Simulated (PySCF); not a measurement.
# doublet CHFO+: levels of theory compared

We compute a comparison of 4 runs (U-wB97X/def2-TZVPP, UBHLYP/def2-TZVPP, UCAM-B3LYP/def2-TZVPP, UM06-2X/def2-TZVPP) of doublet CHFO+. 

Program for the calculation: PySCF 2.14.0.

1 further run of the same task is left out (set aside as unsound or not needed).

## Step 1: The molecule

CHFO+ has 4 atoms, charge +1, and is taken as a doublet. As SMILES of the parent species, `O=CF`. The coordinates come from a PBE0-D4/def2-TZVP relaxation. That shape belongs to the parent species and isn't relaxed for this state.

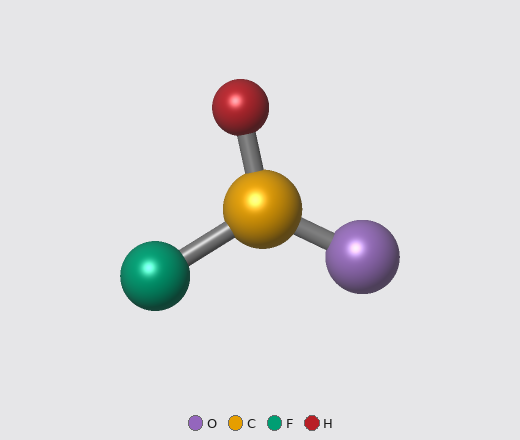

The structure, seen from a chosen angle (oxygen purple, carbon amber, fluorine teal, hydrogen red).

## Step 2: A single-point energy at U-wB97X/def2-TZVPP (run 1)

calc.py reads:

```python
from pyscf import gto, dft

mol = gto.M(
    atom='O -0.889340 0.201180 0.827740; C -0.046400 0.067520 0.021620; F 0.585200 -1.091810 -0.181820; H 0.350540 0.823120 -0.667550',
    charge=1,
    max_memory=1860,
    basis='def2-tzvpp',
    verbose=4,
    spin=1,
)

ks = dft.UKS(mol)
ks.xc = 'wb97x'
ks.grids.level = 5
ks.conv_tol = 1e-10
ks.kernel()
if not ks.converged:
    ks = ks.newton().run(ks.mo_coeff, ks.mo_occ)

energy = ks.e_tot
print('Final energy', energy)
```

Run with:

```
$ OMP_NUM_THREADS=1 python calc.py
```

Output:

```text
PySCF version 2.14.0

[INPUT] num. atoms = 4
[INPUT] num. electrons = 23
[INPUT] charge = 1
[INPUT] spin (= nelec alpha-beta = 2S) = 1
[INPUT] symmetry False subgroup None
[INPUT] Mole.unit = angstrom
[INPUT] Symbol           X                Y                Z      unit          X                Y                Z       unit  Magmom
[INPUT]  1 O     -0.889340000000   0.201180000000   0.827740000000 AA   -1.680609031621   0.380175101740   1.564201902347 Bohr   0.0
[INPUT]  2 C     -0.046400000000   0.067520000000   0.021620000000 AA   -0.087683292180   0.127594307931   0.040855878813 Bohr   0.0
[INPUT]  3 F      0.585200000000  -1.091810000000  -0.181820000000 AA    1.105867728095  -2.063221880061  -0.343590003968 Bohr   0.0
[INPUT]  4 H      0.350540000000   0.823120000000  -0.667550000000 AA    0.662424595705   1.555471367652  -1.261486674453 Bohr   0.0

nuclear repulsion = 67.6655038131771
number of shells = 39
number of NR pGTOs = 154
number of NR cGTOs = 107
basis = def2-tzvpp
ecp = {}

[... 33 lines left out ...]
WARN: HOMO -0.412679321570064 >= LUMO -0.412679321570057
[... 66 lines left out ...]
converged SCF energy = -213.352057771363  <S^2> = 0.7573435  2S+1 = 2.0073301
Final energy -213.35205777136304
```

It took 55 s on 1 thread of Arm Neoverse V2, shared host; peak memory 0.55 GiB.

## Step 3: The energy at UBHLYP/def2-TZVPP (run 2)

mol.xyz reads:

```xyz
4

O     -0.889340     0.201180     0.827740
C     -0.046400     0.067520     0.021620
F      0.585200    -1.091810    -0.181820
H      0.350540     0.823120    -0.667550
```

job.py reads:

```python
from pyscf import gto, dft

system = gto.M(
    atom='mol.xyz',
    basis='def2-tzvpp',
    max_memory=1860,
    spin=1,
    charge=1,
    verbose=3,
)

mf = dft.UKS(system, xc='bhandhlyp')
mf.conv_tol = 1e-10
mf.grids.level = 5
mf.kernel()
if not mf.converged:
    mf = mf.newton().run(mf.mo_coeff, mf.mo_occ)

energy = mf.e_tot
print('E(%s) = %.9f' % ('BHLYP', energy))
```

Run with:

```
$ OMP_NUM_THREADS=1 python job.py
```

Output:

```text
WARN: HOMO -0.414449848957261 >= LUMO -0.414449848957265

converged SCF energy = -213.310457014087  <S^2> = 0.760015  2S+1 = 2.0099901
E(BHLYP) = -213.310457014
```

Wall time 51 s (1 thread of Arm Neoverse V2, shared host); peak memory 0.55 GiB.

## Step 4: A single-point energy at UCAM-B3LYP/def2-TZVPP (run 3)

job.py reads:

```python
from pyscf import gto, dft

mol = gto.M(
    atom=[
    ('O', (-0.889340, 0.201180, 0.827740)),
    ('C', (-0.046400, 0.067520, 0.021620)),
    ('F', (0.585200, -1.091810, -0.181820)),
    ('H', (0.350540, 0.823120, -0.667550)),
],
    max_memory=1860,
    basis='def2-tzvpp',
    spin=1,
    verbose=4,
    charge=1,
)

ks = dft.UKS(mol)
ks.xc = 'cam-b3lyp'
ks.grids.level = 5
ks.conv_tol = 1e-10
ks.kernel()
if not ks.converged:
    ks = ks.newton().run(ks.mo_coeff, ks.mo_occ)

e_final = ks.e_tot
print('E(%s) = %.9f' % ('CAM-B3LYP', e_final))
```

Run with:

```
$ OMP_NUM_THREADS=1 python job.py
```

Output:

```text
PySCF version 2.14.0

[INPUT] num. atoms = 4
[INPUT] num. electrons = 23
[INPUT] charge = 1
[INPUT] spin (= nelec alpha-beta = 2S) = 1
[INPUT] symmetry False subgroup None
[INPUT] Mole.unit = angstrom
[INPUT] Symbol           X                Y                Z      unit          X                Y                Z       unit  Magmom
[INPUT]  1 O     -0.889340000000   0.201180000000   0.827740000000 AA   -1.680609031621   0.380175101740   1.564201902347 Bohr   0.0
[INPUT]  2 C     -0.046400000000   0.067520000000   0.021620000000 AA   -0.087683292180   0.127594307931   0.040855878813 Bohr   0.0
[INPUT]  3 F      0.585200000000  -1.091810000000  -0.181820000000 AA    1.105867728095  -2.063221880061  -0.343590003968 Bohr   0.0
[INPUT]  4 H      0.350540000000   0.823120000000  -0.667550000000 AA    0.662424595705   1.555471367652  -1.261486674453 Bohr   0.0

nuclear repulsion = 67.6655038131771
number of shells = 39
number of NR pGTOs = 154
number of NR cGTOs = 107
basis = def2-tzvpp
ecp = {}

[... 95 lines left out ...]
converged SCF energy = -213.336006590887  <S^2> = 0.75702616  2S+1 = 2.0070139
E(CAM-B3LYP) = -213.336006591
```

It took 52 s on 1 thread of Arm Neoverse V2, shared host; peak memory 0.55 GiB.

## Step 5: The energy at UM06-2X/def2-TZVPP (run 4)

run.py reads:

```python
from pyscf import gto, dft

system = gto.M(
    atom='''
O     -0.889340     0.201180     0.827740
C     -0.046400     0.067520     0.021620
F      0.585200    -1.091810    -0.181820
H      0.350540     0.823120    -0.667550
''',
    charge=1,
    spin=1,
    max_memory=1860,
    basis='def2-tzvpp',
    verbose=3,
)

mf = dft.UKS(system)
mf.xc = 'm06-2x'
mf.grids.level = 5
mf.conv_tol = 1e-10
mf.kernel()
if not mf.converged:
    mf = mf.newton().run(mf.mo_coeff, mf.mo_occ)

energy = mf.e_tot
print('Final energy', energy)
```

Run with:

```
$ OMP_NUM_THREADS=1 python run.py
```

Output:

```text
WARN: HOMO -0.405805209262663 >= LUMO -0.405805209262667

converged SCF energy = -213.316275551703  <S^2> = 0.75821778  2S+1 = 2.008201
Final energy -213.31627555170292
```

Run time: 2.1 min. Hardware: 1 thread of Arm Neoverse V2, shared host; peak memory 0.61 GiB.

## Step 6: All runs side by side

```csv
run,level,energy (Eh),HOMO energy (eV),LUMO energy (eV),⟨S²⟩,wall time
1,U-wB97X/def2-TZVPP,-213.352058,-23.13,-12.99,0.757,55 s
2,UBHLYP/def2-TZVPP,-213.310457,-22.66,-13.63,0.760,51 s
3,UCAM-B3LYP/def2-TZVPP,-213.336007,-22.20,-14.24,0.757,52 s
4,UM06-2X/def2-TZVPP,-213.316276,-22.56,-14.08,0.758,2.1 min
```

## Step 7: Results

| quantity | value |
| --- | --- |
| run 4: total energy | -213.31628 Eh |
| run 4: HOMO energy (highest over α and β) | -22.56 eV |
| run 4: LUMO energy (lowest over α and β) | -14.08 eV |
| run 4: ⟨S²⟩ | 0.758 |

In words: Totals of different functionals can't be ranked against each other. All runs together took 4.7 min, the longest 2.1 min.
